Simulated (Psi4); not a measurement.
**C2HF (fluoroacetylene): CAM-B3LYP/cc-pVTZ**

What is the vertical ionisation energy of C2HF (fluoroacetylene) at CAM-B3LYP/cc-pVTZ? 

The calculation is run with Psi4 1.11.

1 further run of the same task is left out (it didn't finish).

## 1. Starting point

The species is C2HF (4 atoms), meant as a singlet with charge 0. SMILES: `C#CF`. Geometry: relaxed at PBE0-D4/def2-TZVP.

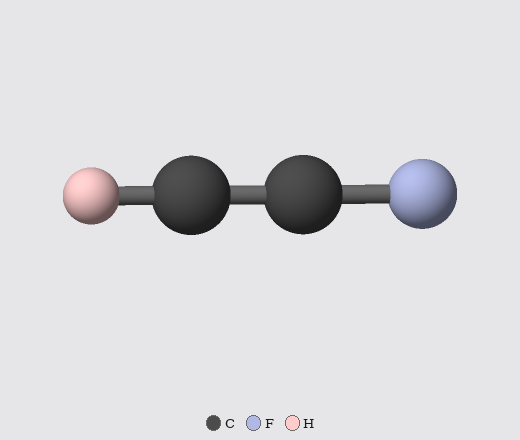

The structure, seen from a chosen angle (carbon dark grey, fluorine light blue, hydrogen pink).

## 2. Energy and forces at CAM-B3LYP/cc-pVTZ

File c2hf.json:

```json
{
  "schema_name": "qcschema_input",
  "schema_version": 1,
  "molecule": {
    "schema_name": "qcschema_molecule",
    "schema_version": 2,
    "symbols": ["C", "C", "F", "H"],
    "geometry": [-0.68224782, 0.8562538, -0.54843632, 0.57309724, -0.7196833, 0.46073413, 1.90975722, -2.39808135, 1.53502453, -1.80058774, 2.26151084, -1.44732234],
    "molecular_charge": 0,
    "molecular_multiplicity": 1,
    "fix_symmetry": "c1"
  },
  "driver": "gradient",
  "model": {
    "method": "cam-b3lyp",
    "basis": "cc-pVTZ"
  },
  "keywords": {
    "puream": true,
    "e_convergence": 1e-09,
    "d_convergence": 1e-08,
    "scf_type": "pk",
    "dft_radial_points": 99,
    "dft_spherical_points": 590,
    "scf_properties": ["MULLIKEN_CHARGES", "LOWDIN_CHARGES", "QUADRUPOLE"]
  }
}
```

Run with:

```console
$ psi4 --qcschema c2hf.json -n 1 --memory 2200MB
```

stdout:

```text
[...]
  Running in c1 symmetry.
[...]
  Nuclear repulsion =   55.832094240306972
[...]
  Multiplicity = 1
[...]
  Nalpha       = 11
  Nbeta        = 11
[...]
    Number of basis functions: 104
[...]
   @RKS iter   1:  -176.38976456253229   -4.05892e-01   5.74943e-03 DIIS/ADIIS
[...]
   @RKS iter  10:  -176.54625034593005   -1.09708e-11   3.80476e-09 DIIS
[...]
  @RKS Final Energy:  -176.54625034593005
   => Energetics <=
    Nuclear Repulsion Energy =             55.8320942403069722
    One-Electron Energy =                -352.0073209986207985
    Two-Electron Energy =                 135.4960851865733957
    DFT Exchange-Correlation Energy =     -15.8671087741896066
    Empirical Dispersion Energy =           0.0000000000000000
    VV10 Nonlocal Energy =                  0.0000000000000000
    Total Energy =                       -176.5462503459300478
[...]
 Multipole Moments:
 ------------------------------------------------------------------------------------
     Multipole            Electronic (a.u.)      Nuclear  (a.u.)        Total (a.u.)
 ------------------------------------------------------------------------------------
 L = 1.  Multiply by 2.5417464519 to convert [e a0] to [Debye]
 Dipole X            :          1.7158164           -1.8442565           -0.1284401
 Dipole Y            :         -2.1545600            2.3160865            0.1615264
 Dipole Z            :          1.3791771           -1.4823991           -0.1032221
 Magnitude           :                                                    0.2307432
 L = 2.  Multiply by 1.3450342976 to convert [e a0^2] to [Debye ang]
 Quadrupole XX       :        -42.8169962           31.1191724          -11.6978238
 Quadrupole XY       :         37.8614948          -39.0739900           -1.2124952
[...]
  Mulliken Charges: (a.u.)
   Center  Symbol    Alpha    Beta     Spin     Total
       1     C     3.11031  3.11031  0.00000 -0.22062
       2     C     2.95059  2.95059  0.00000  0.09883
       3     F     4.53323  4.53323  0.00000 -0.06647
       4     H     0.40587  0.40587  0.00000  0.18826
   Total alpha = 11.00000, Total beta = 11.00000, Total charge =  0.00000
  Lowdin Charges: (a.u.)
   Center  Symbol    Alpha    Beta     Spin     Total
       1     C     3.00122  3.00122  0.00000 -0.00245
       2     C     3.15283  3.15283  0.00000 -0.30565
[...]
  -Total Gradient:
     Atom            X                  Y                   Z
    ------   -----------------  -----------------  -----------------
       1       -0.005913217604     0.007396075725    -0.004757973951
       2        0.009498058578    -0.011915511786     0.007642504354
       3       -0.002358295606     0.002963356665    -0.001898906149
       4       -0.001226988815     0.001556636666    -0.000985980415
[...]
```

The result, in JSON:

```text
{
 "driver": "gradient",
 "model": {
  "method": "cam-b3lyp",
  "basis": "cc-pVTZ"
 },
 "success": true,
 "return_result": [-0.005913217604229776, 0.007396075725256024, -0.00475797395094775, 0.009498058578485985, -0.011915511785837586, 0.007642504354296142, -0.002358295606073396, 0.002963356664814648, -0.001898906148739249, -0.0012269888147774244, 0.0015566366658580494, -0.00098598041466412],
 "properties": {
  "calcinfo_nbasis": 104,
  "calcinfo_nmo": 104,
  "calcinfo_nalpha": 11,
  "calcinfo_nbeta": 11,
  "calcinfo_natom": 4,
  "nuclear_repulsion_energy": 55.83209424030697,
  "return_energy": -176.54625034593005,
  "return_gradient": [-0.005913217604229776, 0.007396075725256024, -0.00475797395094775, 0.009498058578485985, -0.011915511785837586, 0.007642504354296142, -0.002358295606073396, 0.002963356664814648, -0.001898906148739249, -0.0012269888147774244, 0.0015566366658580494, -0.00098598041466412],
  "scf_one_electron_energy": -352.0073209986208,
  "scf_two_electron_energy": 135.4960851865734,
  "scf_xc_energy": -15.867108774189607,
  "scf_dipole_moment": [-0.12844008448634536, 0.16152643877318118, -0.10322206726358418],
  "scf_total_energy": -176.54625034593005,
  "scf_total_gradient": [-0.005913217604229776, 0.007396075725256024, -0.00475797395094775, 0.009498058578485985, -0.011915511785837586, 0.007642504354296142, -0.002358295606073396, 0.002963356664814648, -0.001898906148739249, -0.0012269888147774244, 0.0015566366658580494, -0.00098598041466412],
  "scf_iterations": 10
 }
}
```

Wall time 64 s (1 thread of Intel Xeon at 2.50GHz (Skylake/Cascade Lake), shared host); peak memory 1.1 GiB.

## 3. The doublet cation at the same level

File calc.in:

```
memory 2200 MB

molecule molecule1 {
  1 2
  C     -0.361030     0.453110    -0.290220
  C      0.303270    -0.380840     0.243810
  F      1.010600    -1.269010     0.812300
  H     -0.952830     1.196740    -0.765890
  symmetry c1
}

set {
  reference uks
  puream true
  e_convergence 1e-09
  d_convergence 1e-08
  scf_type pk
  dft_radial_points 99
  dft_spherical_points 590
  maxiter 100
}

E, wfn = gradient('cam-b3lyp/cc-pVTZ', return_wfn=True)
oeprop(wfn, 'QUADRUPOLE', 'LOWDIN_CHARGES', 'WIBERG_LOWDIN_INDICES')
```

Run with:

```console
$ psi4 calc.in calc.out -n 1
```

calc.out, shortened:

```text
[...]
  Running in c1 symmetry.
[...]
  Nuclear repulsion =   55.832094169203366
[...]
  Multiplicity = 2
[...]
  Nalpha       = 11
  Nbeta        = 10
[...]
    Number of basis functions: 104
[...]
   @UKS iter   1:  -176.04605784437661   -6.21851e-02   4.12349e-03 ADIIS/DIIS
[...]
   @UKS iter  13:  -176.13286561427807   -7.58575e-11   9.73468e-09 DIIS
[...]
   @S^2 Observed:                7.521594229E-01
[...]
  @UKS Final Energy:  -176.13286561427807
   => Energetics <=
    Nuclear Repulsion Energy =             55.8320941692033657
    One-Electron Energy =                -344.6278013344982583
    Two-Electron Energy =                 128.3114700191164843
    DFT Exchange-Correlation Energy =     -15.6486284680996413
    Empirical Dispersion Energy =           0.0000000000000000
    VV10 Nonlocal Energy =                  0.0000000000000000
    Total Energy =                       -176.1328656142780744
[...]
  -Total Gradient:
     Atom            X                  Y                   Z
    ------   -----------------  -----------------  -----------------
       1        0.040054897344    -0.050319632610     0.032198009820
       2       -0.082278950388     0.103326810136    -0.066132055553
       3        0.036273349612    -0.045550417509     0.029150918047
       4        0.005950233158    -0.007456170039     0.004782749841
[...]
 Multipole Moments:
 ------------------------------------------------------------------------------------
     Multipole            Electronic (a.u.)      Nuclear  (a.u.)        Total (a.u.)
 ------------------------------------------------------------------------------------
 L = 1.  Multiply by 2.5417464519 to convert [e a0] to [Debye]
 Dipole X            :          1.0020454           -1.8442565           -0.8422111
 Dipole Y            :         -1.2584746            2.3160865            1.0576118
 Dipole Z            :          0.8054846           -1.4823992           -0.6769146
 Magnitude           :                                                    1.5119774
 L = 2.  Multiply by 1.3450342976 to convert [e a0^2] to [Debye ang]
 Quadrupole XX       :        -38.8177987           31.1191725           -7.6986262
 Quadrupole XY       :         36.2160513          -39.0739901           -2.8579388
[...]
```

Wall time 87 s (1 thread of Intel Xeon at 2.50GHz (Skylake/Cascade Lake), shared host); peak memory 1.1 GiB.

## 4. Outcome

At CAM-B3LYP/cc-pVTZ:

```
                                          quantity          value
                        singlet C2HF: total energy  -176.54625 Eh
                       singlet C2HF: dipole moment         0.59 D
                         singlet C2HF: HOMO energy       -9.70 eV
                         singlet C2HF: LUMO energy        2.39 eV
                       singlet C2HF: HOMO–LUMO gap       12.09 eV
            singlet C2HF: largest force on an atom     0.877 eV/Å
                      doublet cation: total energy  -176.13287 Eh
doublet cation: HOMO energy (highest over α and β)      -18.77 eV
 doublet cation: LUMO energy (lowest over α and β)      -12.83 eV
                              doublet cation: ⟨S²⟩          0.752
          doublet cation: largest force on an atom     7.596 eV/Å
vertical ionisation energy (to the doublet cation)      11.249 eV
```

In words: The vertical ionisation energy comes to 11.25 eV (259 kcal/mol). The largest force (singlet C2HF) is 0.88 eV/Å: the shape isn't a stationary point for this species at this level. The negative HOMO energy of the first species, 9.70 eV, lies 1.55 eV below that difference. Mulliken charges (singlet C2HF) run from -0.22 on C1 to +0.19 on H4; they depend strongly on the basis.
